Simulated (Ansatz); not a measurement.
## Electronic structure of H6N2Si···H2O in real space

```xyz
12

Si   -0.4978   -0.0983    0.4206
N     1.0526    0.5598   -0.1113
H    -1.3817   -0.3360   -0.7619
H    -0.1462   -1.3819    1.1085
N    -1.3800    1.0726    1.3794
H     1.3205   -0.8430   -1.4564
O     1.1416   -1.6900   -1.9094
H     1.0322    1.5497   -0.3527
H     1.8197    0.4080    0.5412
H    -1.0653    1.2300    2.3337
H    -2.3911    0.9612    1.3858
H     0.4956   -1.4319   -2.5776
```

Method: Ansatz, RKS PBE0-D4/cc-pVDZ.

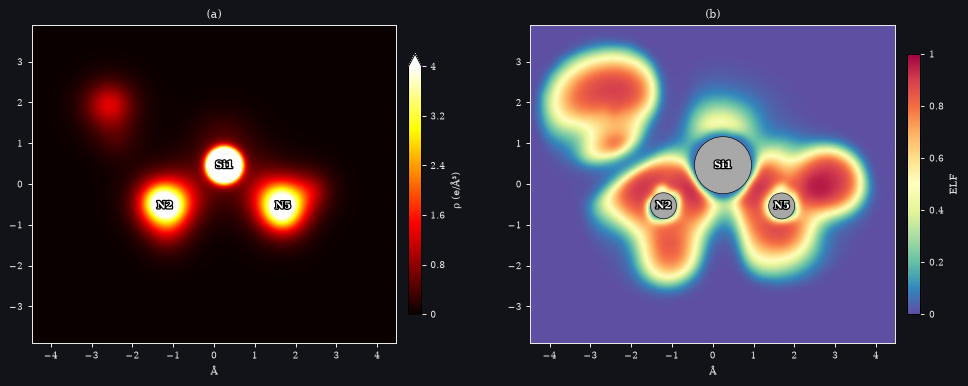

Figure 1. (a) electron density; (b) ELF on the plane of atoms N2, Si1 and N5. Grey discs cover the atomic cores in the ELF map.

What do the fields say about this system?

Answer.
- The section cuts through Si and N sites.
- Si–N (1.75 Å): ρ is about 1 e/Å³ halfway; the ELF peaks at about 0.90 between the atoms; a polar covalent bond.
- The ELF also peaks beside O7, away from the bonds: lone-pair regions.

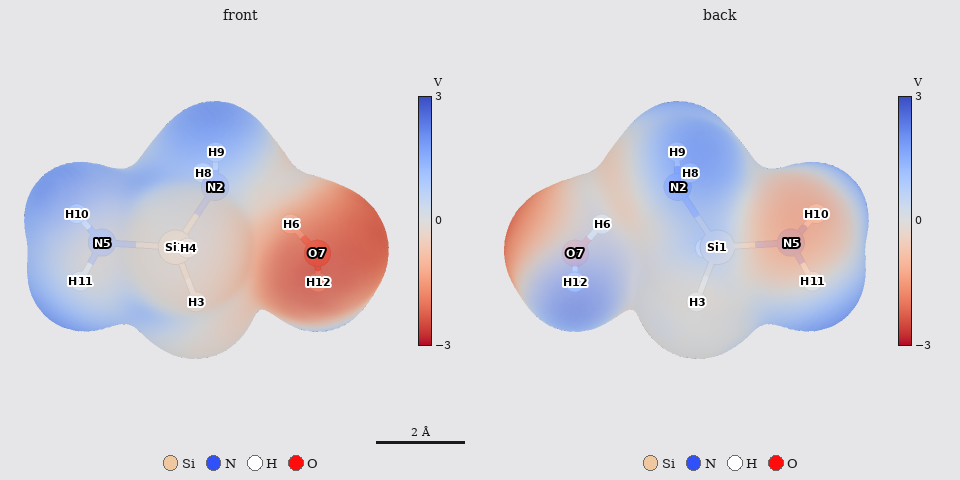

Figure 2. The molecular electrostatic potential painted on the density surface at 0.002 e/bohr³, seen from the front and from behind; the colour scale runs from red (negative) to blue (positive).

Where is the surface potential most negative and most positive?

Answer. The most negative region (about −2.3 V) lies over O7, the most positive (about +1.7 V) over H8, H9 and H10. O7 is the likeliest acceptor of a hydrogen bond.

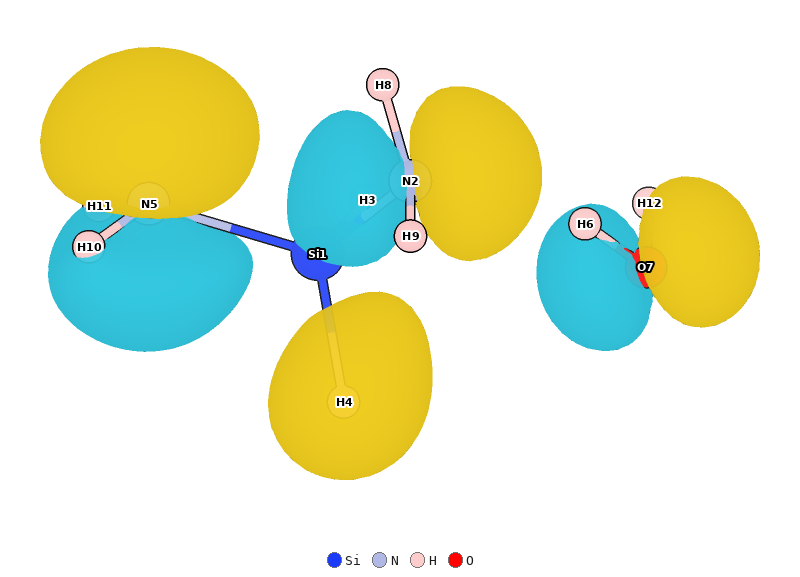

Figure 3. The HOMO at ±0.1 Å⁻³ᐟ² (yellow and cyan are the two phases), seen from one side.

What is the character of this orbital?

Answer. It lies mainly on N5 (about 45 %), O7 (about 15 %), N2 (about 15 %) and H4 (about 5 %); largely a combination of lone pairs on N5, O7 and N2. Its energy is −7.25 eV.
